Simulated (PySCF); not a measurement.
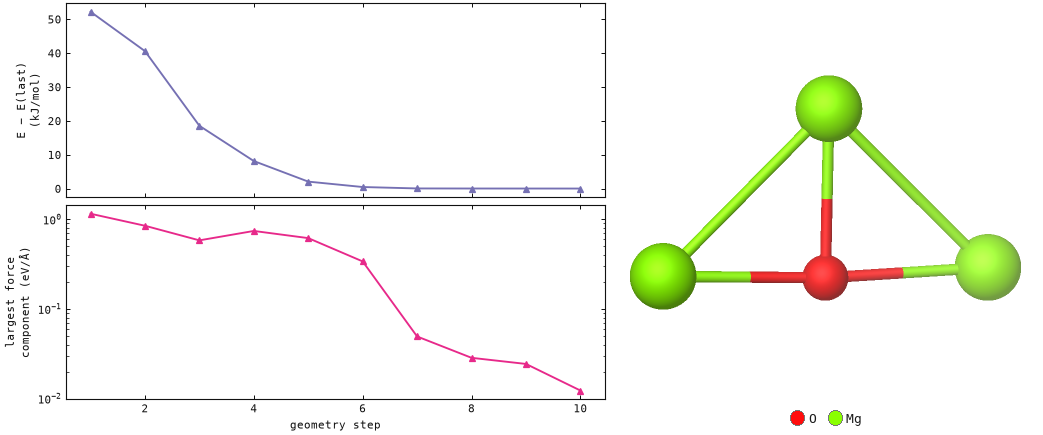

Beside the plot: the molecule at the start.

History of a geometry optimisation. The start has point group C2v, which is kept. A held symmetry can leave a saddle point.

System: Mg3O molecule (charge +1), multiplicity 2.
Method: UKS-based B3LYP, O def2-SVP, Mg def2-SVP; non-relativistic Hamiltonian; density fitting in PySCF.

**How did it end, and what did it gain?**

The optimisation met its thresholds at geometry 10, counting the start as the first. The energy fell by about 52 kJ/mol from the first step to the last. The largest force component goes from about 1.2 eV/Å at the start to 0.012 eV/Å at the end.

**By which step was nine tenths of the energy gained?**

By step 5 of 10.
